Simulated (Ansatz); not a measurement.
ClH3Sn···H2O2

Input file:

```
crystal:
  periodic: [false, false, false]
  atoms:
    - {symbol: Sn, position_ang: [-0.290124, 0.119221, -1.487054]}
    - {symbol: Cl, position_ang: [1.571359, -1.061664, -0.638439]}
    - {symbol: H, position_ang: [-0.167761, -0.169513, -3.164119]}
    - {symbol: H, position_ang: [-1.669521, -0.594271, -0.813532]}
    - {symbol: H, position_ang: [-0.041407, 1.757896, -1.125840]}
    - {symbol: H, position_ang: [0.665098, -1.052872, 1.490054]}
    - {symbol: O, position_ang: [0.077870, -0.690413, 2.176820]}
    - {symbol: O, position_ang: [-0.346290, 0.517264, 1.556988]}
    - {symbol: H, position_ang: [0.200675, 1.174551, 2.005123]}
basis:
  gaussian: {orbitals: def2-TZVPP}
hamiltonian: {xc: pbe0, dispersion: d4}
output: {orbitals: {seedname: orbitals}}
```

Run with:

```sh
ansatz run in.yaml --threads 4 --pin off --events-out ev --progress --plain --max-ram 9574MiB
```

The reactant side of a reaction path; geometry: PBE0-D4/def2-TZVP; core potentials replace the inner electrons of Sn.

Method: RKS PBE0-D4/def2-TZVPP (Ansatz).

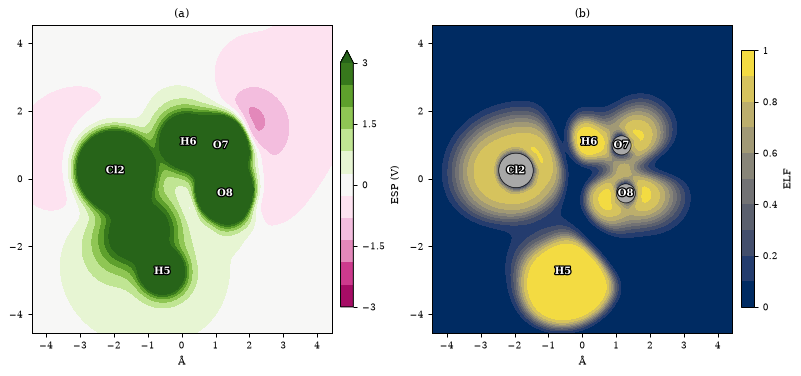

Figure 1. (a) molecular electrostatic potential; (b) ELF on the plane of atoms H6, O7 and O8. Grey discs cover the atomic cores in the ELF map.

### Interpret the plot.

The section cuts through Cl, H and O sites.
Cl2···H6 (2.31 Å): the ELF dips to about 0.10 between them: by its geometry a hydrogen bond between the two molecules, with no shared pair.
O–O (1.42 Å): the ELF peaks at about 0.75 between the atoms.
O–H (0.97 Å): the ELF climbs to about 1 towards the hydrogen, as it does in any bond to H: a covalent bond by its length.
The ELF also peaks beside O8, Cl2 and O7, away from the bonds: lone-pair regions.
Outside the dense part of the complex the potential is most negative (−1.5 V) near O7.

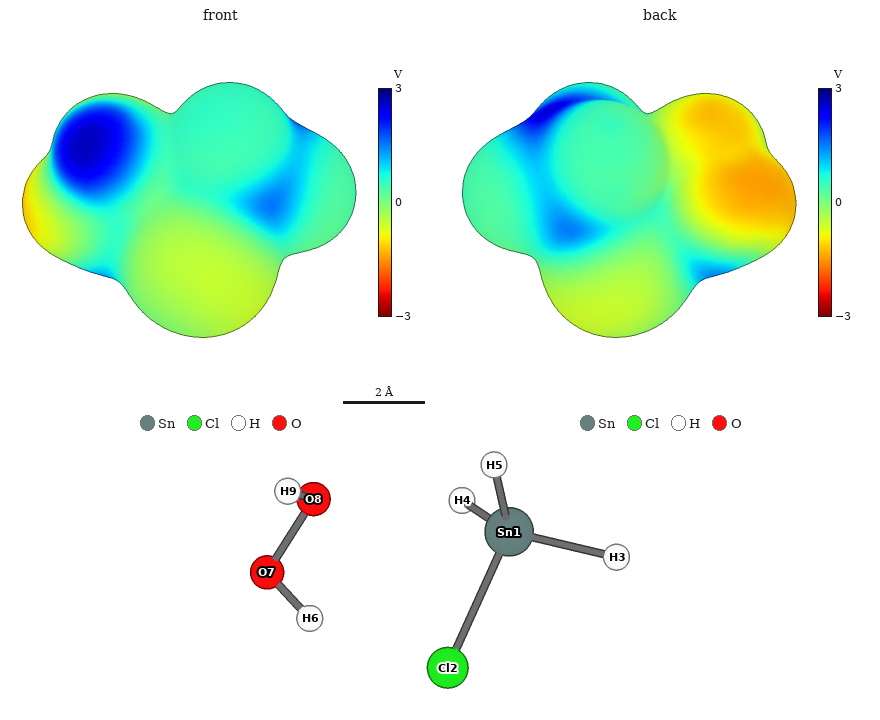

Figure 2. The electrostatic potential painted on the density surface at 0.002 e/bohr³, seen from the front and from behind; red is negative and blue positive. The bare structure is drawn below in the same view.

### Describe the electrostatic potential map.

The most negative region (about −1.4 V, or −32 kcal/mol for a unit charge) lies over O7, the most positive (about +2.6 V, or +60 kcal/mol for a unit charge) over H9. O7 is the likeliest acceptor of a hydrogen bond.

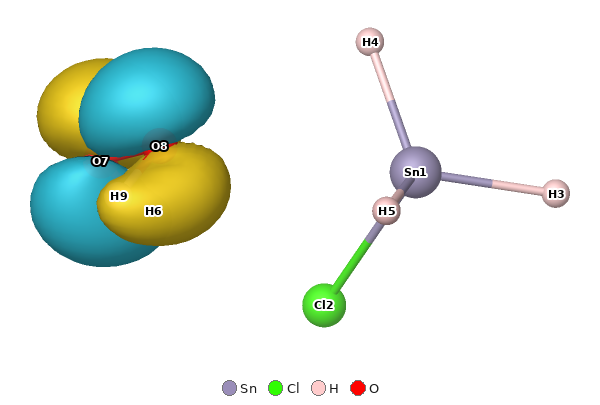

Figure 3. The HOMO at ±0.15 Å⁻³ᐟ² (yellow and cyan are the two phases), seen from one side.

### What is the character of this orbital?

Its weight (Hirshfeld) is mainly on O7 (about 50 %) and O8 (about 35 %); π-antibonding (π*) across O7–O8. Its energy is −8.38 eV.

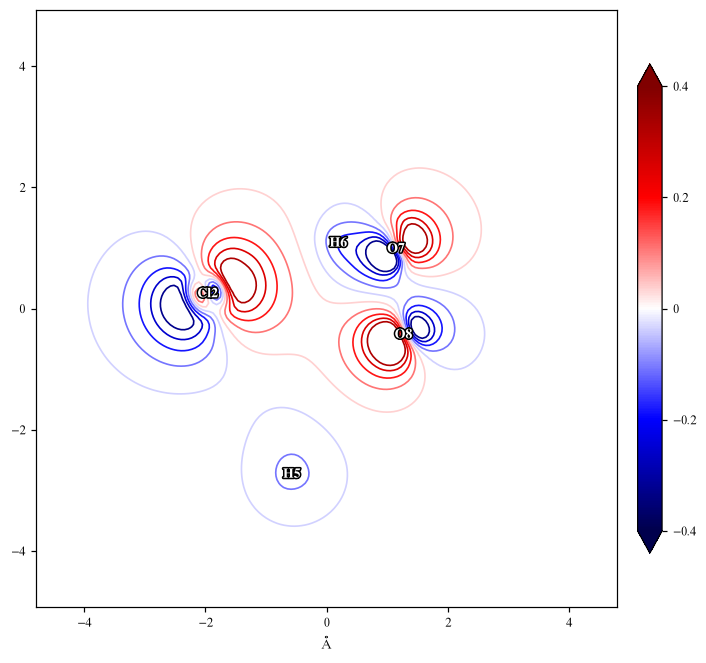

Figure 4. The HOMO−1 on the plane of atoms H6, O7 and O8 (values in Å⁻³ᐟ²; the overall sign is arbitrary).

### Describe this orbital and give its energy.

By Hirshfeld shares it lies mainly on Cl2 (about 25 %), O7 (about 25 %), O8 (about 15 %), Sn1 (about 10 %) and H3 (about 10 %). Its energy is −8.66 eV.
